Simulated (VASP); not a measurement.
# SrMoO4: structure and properties in VASP, part 7 of 7

How well does PBEsol reproduce what experiment finds for SrMoO4? The cell is relaxed first, and properties follow on it. The start is a cell from a database of measured crystal structures.

VASP 6.6.1; PBEsol; plane waves and PAW (Sr_sv, Mo_sv, O).

So far, gap on the k-mesh (eV): step 2 (relaxing cell and atoms (PBEsol)) 3.70; step 6 (total and projected DOS (PBEsol)) 3.70; step 7 (volume scan with PBEsol, volume scale 0.94) 3.99; step 8 (volume scan with PBEsol, volume scale 0.96) 3.89; step 16 (response to an electric field (PBEsol)) 3.70. The relaxed cell has a = 5.390, c = 11.912 Å (conventional setting).

**17. Optical spectrum (PBEsol)**

LOPTICS sums transitions from filled to empty bands. The mesh is finer than in the run before. NBANDS is raised for it.

Contents of INCAR:

```
SYSTEM = SrMoO4
PREC = Accurate
ENCUT = 520
EDIFF = 1E-06
NELM = 100
ISMEAR = 0
SIGMA = 0.05
LREAL = .FALSE.
ALGO = Normal
GGA = PS
NBANDS = 144
LASPH = .TRUE.
LORBIT = 11
LWAVE = .FALSE.
LCHARG = .FALSE.
KPAR = 8
LOPTICS = .TRUE.
NEDOS = 1500
CSHIFT = 0.1
```

Contents of POSCAR:

```
SrMoO4
1.0
   -5.3904756606      0.0000000003      0.0000000000
    0.0000000003      5.3904756606      0.0000000000
    2.6952378301     -2.6952378305     -5.9558744460
Sr Mo O
2 2 8
Direct
    0.7500000000      0.2500000000      0.5000000000
    0.0000000000      0.0000000000      0.0000000000
    0.2500000000      0.7500000000      0.5000000000
    0.5000000000      0.5000000000      0.0000000000
    0.0951284501      0.6930333090      0.6645803170
    0.4430333090      0.8194518669      0.1645803170
    0.5694518669      0.9715470080      0.6645803170
    0.7215470080      0.3451284501      0.1645803170
    0.6548715499      0.5569666910      0.8354196830
    0.3069666910      0.4305481331      0.3354196830
    0.1805481331      0.2784529920      0.8354196830
    0.0284529920      0.9048715499      0.3354196830
```

Contents of KPOINTS:

```
Automatic mesh
0
Gamma
8 8 8
0 0 0
```

PAW data sets: Sr_sv, Mo_sv and O (PBE family, release 64).

The run is started by

```
mpirun -np 8 vasp_std
```

Log:

```text
[... set-up lines as in an earlier step ...]
 entering main loop
       N       E                     dE             d eps       ncg     rms          rms(c)
DAV:   1     0.808203646493E+03    0.80820E+03   -0.45839E+04 22464   0.658E+02
DAV:   2    -0.811659665485E+02   -0.88937E+03   -0.84475E+03 25568   0.234E+02
DAV:   3    -0.120332371227E+03   -0.39166E+02   -0.38512E+02 28072   0.457E+01
DAV:   4    -0.121787850413E+03   -0.14555E+01   -0.14462E+01 32168   0.595E+00
DAV:   5    -0.121806930971E+03   -0.19081E-01   -0.19079E-01 26024   0.654E-01    0.921E+01
DAV:   6    -0.103404230054E+03    0.18403E+02   -0.19535E+01 24496   0.227E+01    0.246E+01
DAV:   7    -0.100979166831E+03    0.24251E+01   -0.62501E+00 24352   0.120E+01    0.245E+01
DAV:   8    -0.100116606659E+03    0.86256E+00   -0.72412E-01 24456   0.449E+00    0.311E+00
DAV:   9    -0.100037214843E+03    0.79392E-01   -0.80191E-02 24440   0.130E+00    0.848E-01
DAV:  10    -0.100040211614E+03   -0.29968E-02   -0.11567E-02 27008   0.301E-01    0.220E-01
DAV:  11    -0.100040556936E+03   -0.34532E-03   -0.11317E-03 28136   0.728E-02    0.115E-01
DAV:  12    -0.100040793091E+03   -0.23615E-03   -0.18043E-04 24768   0.380E-02    0.343E-02
DAV:  13    -0.100040794476E+03   -0.13858E-05   -0.12874E-05 27064   0.100E-02    0.949E-03
DAV:  14    -0.100040802003E+03   -0.75265E-05   -0.52820E-06 24448   0.496E-03    0.320E-03
DAV:  15    -0.100040802243E+03   -0.23997E-06   -0.27767E-07 23008   0.119E-03
   1 F= -.10004080E+03 E0= -.10004080E+03  d E =-.372577E-14
 optical routines
 imaginary and real dielectric function
 recalculating local potential from charge density
 direction            1
 direction            2
 direction            3
```

Run time: 5.2 min. Hardware: 8 MPI ranks of Intel Xeon Platinum 8259CL at 2.50GHz (Skylake/Cascade Lake), shared host; peak memory 20 GiB; 41 min of CPU time.

Parts of OUTCAR (step 17):

```text
   k-points           NKPTS =     78   k-points in BZ     NKDIM =     78   number of bands    NBANDS=    144

   NELECT =      96.0000    total number of electrons

 E-fermi :   1.8231

 k-point     1 :       0.0000    0.0000    0.0000
  band No.  band energies     occupation
    ...
     44       0.6811      2.00000
     45       0.8556      2.00000
     46       1.2689      2.00000
     47       1.5760      2.00000
     48       1.5760      2.00000
     49       5.2722      0.00000
     50       5.5938      0.00000
     51       5.9120      0.00000
     52       5.9433      0.00000
     53       7.2684      0.00000
    ...

  Total       -0.0570579     -0.0570579     -0.0365812     -0.0000000     -0.0000000     -0.0000000
  in kB       -0.5282342     -0.5282342     -0.3386638     -0.0000002     -0.0000000     -0.0000000
  external PRESSURE =      -0.4650440 kB  Pullay stress =       0.0000000 kB

 POSITION                                       TOTAL-FORCE (eV/Angst)
 -----------------------------------------------------------------------------------
     -2.69524      0.00000     -2.97794         0.000000     -0.000000     -0.000000
      0.00000      0.00000      0.00000         0.000000     -0.000000     -0.000000
      0.00000      2.69524     -2.97794         0.000000     -0.000000     -0.000000
     -2.69524      2.69524      0.00000         0.000000     -0.000000     -0.000000
      1.27841      1.94458     -3.95816        -0.007304     -0.004090      0.003257
     -1.94458      3.97365     -0.98022         0.004090     -0.007304      0.003257
     -1.27841      3.44590     -3.95816         0.007304      0.004090      0.003257
     -3.44590      1.41682     -0.98022        -0.004090      0.007304      0.003257
     -1.27841      0.75066     -4.97565         0.007304      0.004090     -0.003257
     -0.75066      1.41682     -1.99772        -0.004090      0.007304     -0.003257
      1.27841     -0.75066     -4.97565        -0.007304     -0.004090     -0.003257
      0.75066      3.97365     -1.99772         0.004090     -0.007304     -0.003257
 -----------------------------------------------------------------------------------
    total drift:                               -0.000000     -0.000000     -0.000000

  FREE ENERGIE OF THE ION-ELECTRON SYSTEM (eV)
  ---------------------------------------------------
  free  energy   TOTEN  =      -100.0408022429 eV

  energy  without entropy=     -100.0408022429  energy(sigma->0) =     -100.04080224

 plasma frequency squared (from intraband transitions) (eV^2)
  --------------------------------------------------------------------------------------
       0.000       0.000       0.000
       0.000       0.000       0.000
       0.000       0.000       0.000

[... 9 parts as in an earlier step ...]

[... 7 further parts left out ...]
```

These are independent-particle spectra without excitons or local fields, and fine structure depends on the mesh and on CSHIFT.

Numbers from this step:

| Property | Result |
| --- | --- |
| SCF cycles | 15 |
| bands | 144 |
| irreducible k-points | 78 |
| free energy (TOTEN) | -100.0408 eV |
| Fermi energy | 1.823 eV |
| pressure | -0.04650 GPa |

The imaginary dielectric function has structure finer than the step of the table below, so its rows give means over 1 eV, whole bins alone (the curve runs from 0 to 25.0 eV). Peaks (eV: height): xx 4.8: 7.19, 7.8: 7.72, 9.8: 3.88, 21.6: 2.41; zz 4.5: 6.49, 7.4: 5.43, 9.0: 5.20, 23.4: 2.65.

Table of imaginary dielectric function by photon energy; means over each step:

| photon energy (eV) | xx | zz |
| --- | --- | --- |
| 1 | 0.0187 | 0.0172 |
| 2 | 0.0482 | 0.0445 |
| 3 | 0.134 | 0.125 |
| 4 | 2.21 | 2.36 |
| 5 | 5.59 | 4.53 |
| 6 | 3.19 | 3.00 |
| 7 | 5.19 | 4.28 |
| 8 | 6.44 | 5.03 |
| 9 | 3.20 | 4.60 |
| 10 | 3.30 | 2.95 |
| 11 | 2.19 | 2.49 |
| 12 | 1.53 | 1.74 |
| 13 | 1.21 | 1.43 |
| 14 | 1.10 | 1.29 |
| 15 | 0.883 | 1.02 |
| 16 | 1.08 | 1.11 |
| 17 | 1.11 | 1.13 |
| 18 | 1.24 | 1.25 |
| 19 | 1.31 | 1.27 |
| 20 | 1.28 | 1.27 |
| 21 | 1.50 | 1.04 |
| 22 | 1.88 | 1.40 |
| 23 | 1.96 | 2.21 |
| 24 | 1.96 | 2.10 |

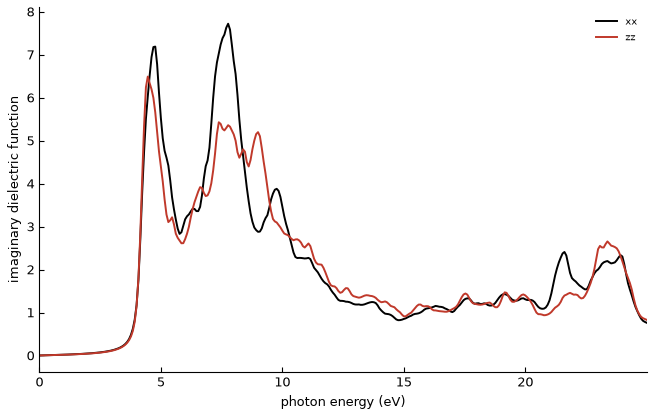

Imaginary dielectric function against photon energy.

The real dielectric function by photon energy:

| photon energy (eV) | xx | zz |
| --- | --- | --- |
| 0 | 4.81 | 4.60 |
| 1 | 4.90 | 4.68 |
| 2 | 5.21 | 4.96 |
| 3 | 5.97 | 5.67 |
| 4 | 8.95 | 8.62 |
| 5 | 3.25 | 3.11 |
| 6 | 4.21 | 4.27 |
| 7 | 5.43 | 4.26 |
| 8 | 0.0178 | 1.95 |
| 9 | 0.327 | 0.778 |
| 10 | -0.405 | 0.117 |
| 11 | -0.0303 | 0.212 |
| 12 | -0.0603 | 0.0539 |
| 13 | 0.435 | 0.430 |
| 14 | 0.465 | 0.524 |
| 15 | 0.929 | 0.743 |
| 16 | 1.11 | 0.884 |
| 17 | 1.15 | 1.16 |
| 18 | 1.09 | 0.958 |
| 19 | 1.21 | 1.21 |
| 20 | 1.04 | 0.810 |
| 21 | 1.67 | 1.15 |
| 22 | 0.575 | 1.13 |
| 23 | 0.779 | 1.38 |
| 24 | -0.434 | -0.462 |

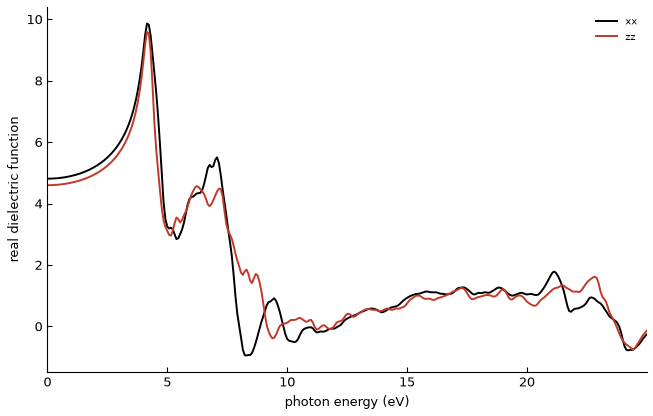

Real dielectric function, plotted against photon energy.

Its static limit, 4.74, stands beside 3.74 from the response with local fields; local fields, the finite band count and the meshes make the difference. The mean of ε2 over directions passes 5 % of its top at 3.69 eV, against a least direct gap of 3.70 eV on this mesh, so absorption sets in close to the direct gap.

**18. Self-consistent run (PBEsol), changed input**

A single point gives energy, forces and stress at these settings. Some settings are moved from the usual, to see what they do.

Contents of INCAR:

```
SYSTEM = SrMoO4
PREC = Accurate
ENCUT = 520
EDIFF = 1E-06
NELM = 100
ISMEAR = 0
SIGMA = 0.05
LREAL = .FALSE.
ALGO = VeryFast
GGA = PS
NBANDS = 60
LASPH = .TRUE.
LORBIT = 11
LWAVE = .FALSE.
LCHARG = .FALSE.
KPAR = 8
ISIF = 2
NELMDL = -8
```

POSCAR is that of step 17.

Contents of KPOINTS:

```
Automatic mesh
0
Gamma
6 6 6
0 0 0
```

The run is started by

```
mpirun -np 8 vasp_std
```

Log:

```text
[... set-up lines as in an earlier step ...]
 entering main loop
       N       E                     dE             d eps       ncg     rms          rms(c)
RMM:   1     0.137463907597E+04    0.13746E+04   -0.44499E+04  2160   0.138E+03
RMM:   2     0.161650502378E+03   -0.12130E+04   -0.14047E+04  2160   0.386E+02
RMM:   3     0.299082553955E+02   -0.13174E+03   -0.32864E+03  2160   0.197E+02
RMM:   4    -0.700837370982E+02   -0.99992E+02   -0.89202E+02  2160   0.108E+02
RMM:   5    -0.104648964247E+03   -0.34565E+02   -0.30665E+02  2160   0.578E+01
RMM:   6    -0.118101899231E+03   -0.13453E+02   -0.13079E+02  5434   0.319E+01
RMM:   7    -0.121274836252E+03   -0.31729E+01   -0.32084E+01  6863   0.139E+01
RMM:   8    -0.121660703835E+03   -0.38587E+00   -0.39921E+00  8023   0.512E+00    0.921E+01
RMM:   9    -0.103225327814E+03    0.18435E+02   -0.15119E+02  7876   0.386E+01    0.241E+01
RMM:  10    -0.100219890090E+03    0.30054E+01   -0.16428E+01  6380   0.156E+01    0.202E+01
RMM:  12    -0.100015626786E+03   -0.15297E-01   -0.33204E-01  7832   0.179E+00    0.885E-01
RMM:  13    -0.100028973392E+03   -0.13347E-01   -0.14181E-01  7856   0.110E+00    0.876E-01
RMM:  14    -0.100034313683E+03   -0.53403E-02   -0.61674E-02  7973   0.746E-01    0.612E-01
RMM:  15    -0.100037387507E+03   -0.30738E-02   -0.35424E-02  8167   0.488E-01    0.110E-01
RMM:  16    -0.100039075313E+03   -0.16878E-02   -0.15909E-02  7966   0.351E-01    0.370E-01
RMM:  17    -0.100039669226E+03   -0.59391E-03   -0.84807E-03  7953   0.285E-01    0.127E-01
RMM:  18    -0.100040244282E+03   -0.57506E-03   -0.59596E-03  8274   0.190E-01    0.407E-02
WARNING in EDDRMM: call to ZHEGV failed, returncode =   8  4     37
WARNING in EDDRMM: call to ZHEGV failed, returncode =   8  4     44
WARNING in EDDRMM: call to ZHEGV failed, returncode =   8  4     43
RMM:  19    -0.100040472155E+03   -0.22787E-03   -0.22554E-03  8204   0.128E-01    0.385E-02
WARNING in EDDRMM: call to ZHEGV failed, returncode =   8  4     27
RMM:  20    -0.100040598316E+03   -0.12616E-03   -0.12565E-03  7936   0.907E-02    0.217E-02
RMM:  21    -0.100040661604E+03   -0.63287E-04   -0.62687E-04  7749   0.632E-02    0.166E-02
RMM:  22    -0.100040692061E+03   -0.30457E-04   -0.29522E-04  7562   0.447E-02    0.238E-02
WARNING in EDDRMM: call to ZHEGV failed, returncode =   6  3     25
RMM:  23    -0.100040708521E+03   -0.16460E-04   -0.15820E-04  7319   0.312E-02    0.109E-02
RMM:  24    -0.100040717038E+03   -0.85174E-05   -0.80066E-05  6901   0.225E-02    0.198E-02
RMM:  25    -0.100040721750E+03   -0.47117E-05   -0.42411E-05  6815   0.162E-02    0.141E-02
RMM:  26    -0.100040724023E+03   -0.22727E-05   -0.22737E-05  6274   0.121E-02    0.174E-02
WARNING in EDDRMM: call to ZHEGV failed, returncode =   8  4     49
RMM:  27    -0.100040725265E+03   -0.12425E-05   -0.12294E-05  5505   0.916E-03    0.136E-02
RMM:  28    -0.100040725986E+03   -0.72056E-06   -0.71778E-06  4926   0.733E-03
   1 F= -.10004073E+03 E0= -.10004073E+03  d E =-.516917E-14
```

Wall time 2.6 min (8 MPI ranks); peak memory 4.3 GiB; 21 min of CPU time.

Parts of OUTCAR (step 18):

```text
   NELECT =      96.0000    total number of electrons

 E-fermi :   1.8246

 k-point     1 :       0.0000    0.0000    0.0000
  band No.  band energies     occupation
    ...
     44       0.6810      2.00000
     45       0.8556      2.00000
     46       1.2689      2.00000
     47       1.5759      2.00000
     48       1.5759      2.00000
     49       5.2720      0.00000
     50       5.5936      0.00000
     51       5.9118      0.00000
     52       5.9431      0.00000
     53       7.2686      0.00000
    ...

  Total       -0.0334225     -0.0334225     -0.0115412     -0.0000000     -0.0000000     -0.0000000
  in kB       -0.3094213     -0.3094213     -0.1068470     -0.0000002     -0.0000000     -0.0000000
  external PRESSURE =      -0.2418965 kB  Pullay stress =       0.0000000 kB

 POSITION                                       TOTAL-FORCE (eV/Angst)
 -----------------------------------------------------------------------------------
     -2.69524      0.00000     -2.97794         0.000000      0.000000     -0.000000
      0.00000      0.00000      0.00000         0.000000      0.000000     -0.000000
      0.00000      2.69524     -2.97794         0.000000      0.000000     -0.000000
     -2.69524      2.69524      0.00000         0.000000      0.000000     -0.000000
      1.27841      1.94458     -3.95816        -0.007687     -0.003877      0.003523
     -1.94458      3.97365     -0.98022         0.003877     -0.007687      0.003523
     -1.27841      3.44590     -3.95816         0.007687      0.003877      0.003523
     -3.44590      1.41682     -0.98022        -0.003877      0.007687      0.003523
     -1.27841      0.75066     -4.97565         0.007687      0.003877     -0.003523
     -0.75066      1.41682     -1.99772        -0.003877      0.007687     -0.003523
      1.27841     -0.75066     -4.97565        -0.007687     -0.003877     -0.003523
      0.75066      3.97365     -1.99772         0.003877     -0.007687     -0.003523
 -----------------------------------------------------------------------------------
    total drift:                               -0.000000     -0.000000     -0.000000

  FREE ENERGIE OF THE ION-ELECTRON SYSTEM (eV)
  ---------------------------------------------------
  free  energy   TOTEN  =      -100.0407259856 eV

  energy  without entropy=     -100.0407259856  energy(sigma->0) =     -100.04072599

[... 9 parts as in an earlier step ...]

[... 8 further parts left out ...]
```

ALGO and NELMDL act on the way to self-consistency or on speed; a fully converged result doesn't depend on them, though slow mixing can meet EDIFF with the stress still off.

This step gave:

```
SCF cycles           : 28
bands                : 60
irreducible k-points : 36
free energy (TOTEN)  : -100.0407 eV
Fermi energy         : 1.825 eV
pressure             : -0.02419 GPa
```

Against the sound run “volume scan with PBEsol”, the energy at zero smearing moves by +0.0 meV an atom, the pressure by +0.02 GPa and the gap by -0.00 eV.

**19. What came out**

| Item | Value |
| --- | --- |
| relaxed volume | 14.42 Å³/atom |
| relaxed conventional cell a, b, c | 5.390, 5.390, 11.912 Å |
| space group after relaxing, within 0.02 Å | I4_1/a (No. 88) |
| band gap | 3.70 eV, direct |
| gap among the points of the DOS mesh alone, an upper bound | 3.70 eV |
| bulk modulus from the fit | 158 GPa |
| volume from the fit | 14.4 Å³/atom |
| electronic dielectric constant, mean | 3.74 |
| strongest peak of ε2, mean over directions | 7.77 eV |
| ε1 at zero frequency, no local fields, mean | 4.74 |

What this shows: With PBEsol, SrMoO4 relaxes to 14.42 Å³/atom in space group I4_1/a (held by the symmetry of the run), has a direct gap of 3.70 eV and has a bulk modulus of 158 GPa at fixed shape and positions, an upper bound. Against the listed cell the volume lies -1.5 % (a -0.2 %, c -1.1 %). Bands along the symmetry lines (PBEsol): On this path the gap is direct, 3.70 eV, with the valence top at Γ and the conduction bottom at Γ. Response to an electric field (PBEsol): The principal values of the electronic dielectric tensor with local fields are 3.73, 3.73 and 3.77. Response to an electric field (PBEsol): Mean Born effective charge: Sr1 2.92, Mo3 4.15, O5 -1.77 e. Semilocal functionals usually underestimate gaps. Spin-orbit coupling is left out; it would split some degenerate bands. No search among competing phases was made, and a listed structure need not be the one stable at ambient conditions. All values are for a static lattice at zero temperature.

Calculation against experiment:

```
              quantity  measured           PBEsol
lattice constant a (Å)     5.394   5.390 (-0.1 %)
lattice constant c (Å)    12.019  11.912 (-0.9 %)
```

Measured values from arxiv:0708.0028 (2007).

**Verdict.** The lattice constant a is off by -0.1 %: good agreement. The lattice constant c is off by -0.9 %: fair agreement. The grades are ours: good and fair within 0.7 and 1.5 % for the lattice constant a and 0.8 and 2 % for the lattice constant c. For lattice constants the calculation has a static lattice, without zero-point motion or thermal expansion.

[Lines on the potential files, build, host, timing and source positions are cut from VASP's logs without a mark.]

[Logs are printed without paths, hosts, clocks, repeated set-up lines and the standing remarks that a program may print on its own settings, such as how far it seeks lower states.]

[Hosts, paths, dates, database ids (printed as entryN), source tags and the programs' standing remarks are cut or masked in the printed files.]

[A measured line is paired with the nearest computed mode of its activity, which favours agreement.]
